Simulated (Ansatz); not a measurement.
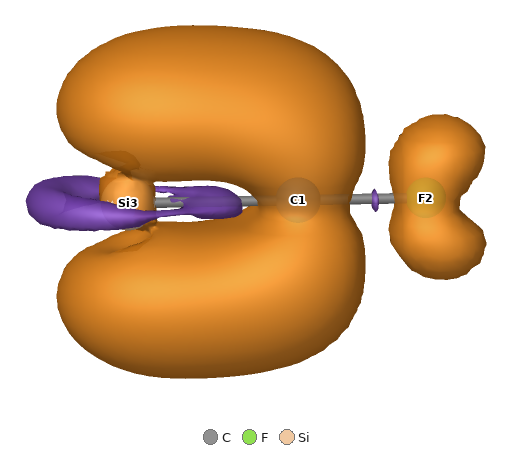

Figure. CFSi (SMILES FC#[Si]) (doublet). Isosurfaces of the spin density at +0.015 (orange) and −0.015 e/Å³ (purple), seen from one side.

Geometry: PBE0-D3(BJ)/def2-SVP.

All numbers below come from Ansatz 0.2.0, isolated molecule in a Gaussian basis; Kohn-Sham density functional theory, functional PBE0.

Q: Which atoms carry the spin?

A: The unpaired spin (1 electron) lies mostly on C1 (about 0.6), Si3 (about 0.3) and F2 (about 0.1), in electrons by Hirshfeld's partition.
